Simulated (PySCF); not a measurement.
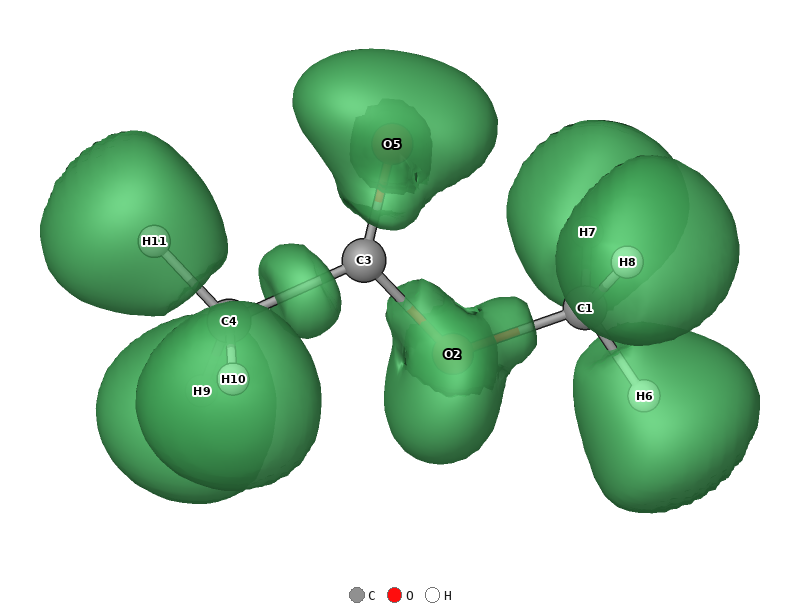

*C3H6O2 (SMILES COC(C)=O). Isosurface of the electron localisation function at 0.75 (green), seen at a tilt. Core shells and regions of very low density are left out.*

Geometry: PBE0-D3(BJ)/def2-SVP.

Computed with PySCF, PBE0/pcSseg-1, SCF density, gas phase, non-relativistic.

The calculation's input:

```
{"job": {"xc": "PBE0", "basis": "pcSseg-1", "kind": "nmr", "pop": true}, "charge": 0, "multiplicity": 1}
C     -1.855141    -0.061539     0.152070
O     -0.576703    -0.478345    -0.290730
C      0.402500     0.432066    -0.185557
C      1.696889    -0.098582    -0.727836
O      0.230445     1.530680     0.271145
H     -2.529359    -0.911445    -0.005991
H     -1.833659     0.213744     1.217035
H     -2.204799     0.811270    -0.420163
H      1.883490    -1.117141    -0.361137
H      1.633634    -0.152374    -1.825691
H      2.515377     0.572515    -0.445398
```

Command:

```sh
OMP_NUM_THREADS=1 python ens_run.py task.json out
```

> What do the ELF domains correspond to?

At this value the surface marks out one region between bonded C–C atoms (shared pairs), six regions around hydrogen nuclei and two regions on O in which the atom's valence shell and bonds are merged. Profiles from the grid: C–O (1.20 Å): the ELF peaks at about 0.85 between the atoms (a short, multiple covalent bond). C–C (1.50 Å): the ELF peaks at about 0.95 between the atoms; a covalent bond.
